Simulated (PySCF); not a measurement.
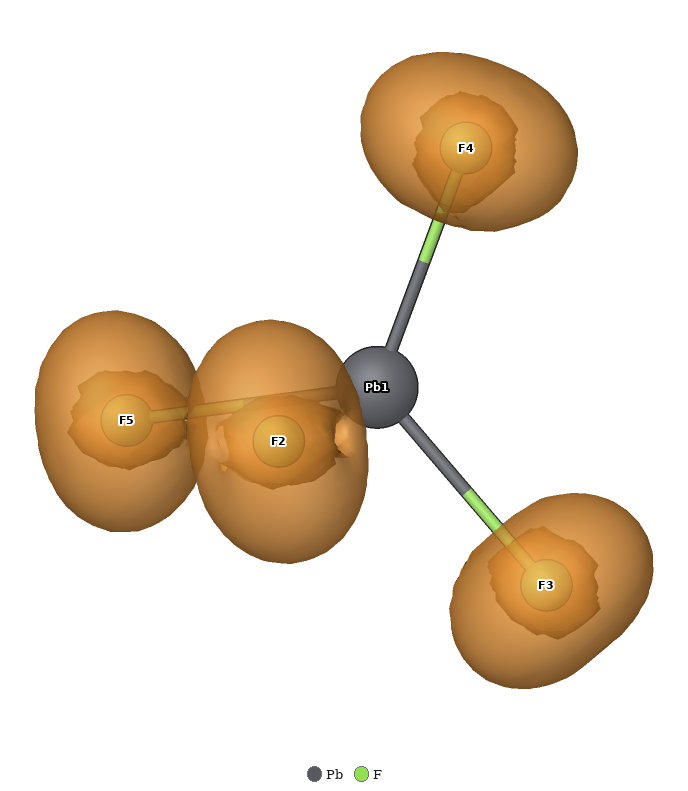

F$_{3}$Pb···F (charge +1, doublet). Isosurface of the ELF at 0.75 (orange), seen at a tilt. Core shells and regions of very low density are left out.

Geometry: PBE0-D3(BJ)/def2-SVP; core potentials replace the inner electrons of Pb.

These are results of DFT single point, gas phase, functional PBE0 in PySCF 2.14.0, density-fitted response routines, not measurements.

Input

```
{"job": {"kind": "sp", "xc": "PBE0", "basis": "ma-def2-SVP", "d3": "d3bj", "grid": 2}, "charge": 1, "multiplicity": 2}
Pb     0.026956    -0.052756    -0.484310
F     -0.057852     0.203948     2.030152
F      1.998827     0.002693    -0.596641
F     -0.989750     1.607774    -0.815890
F     -0.944243    -1.750259    -0.201410
```

Command:

```sh
OMP_NUM_THREADS=1 python redox_run.py task.json out
```

Identify the bonds, lone pairs and shells in this picture.

The surface consists of four regions wrapped around F (the valence shell of each). Profiles from the grid: Pb1···F2 (2.53 Å): the ELF dips to about 0.10 between them. Pb–F (1.98 Å): the ELF peaks at about 0.75 in the valence shell of F, 0.5 Å from its nucleus, and drops to about 0.15 between the two atoms.
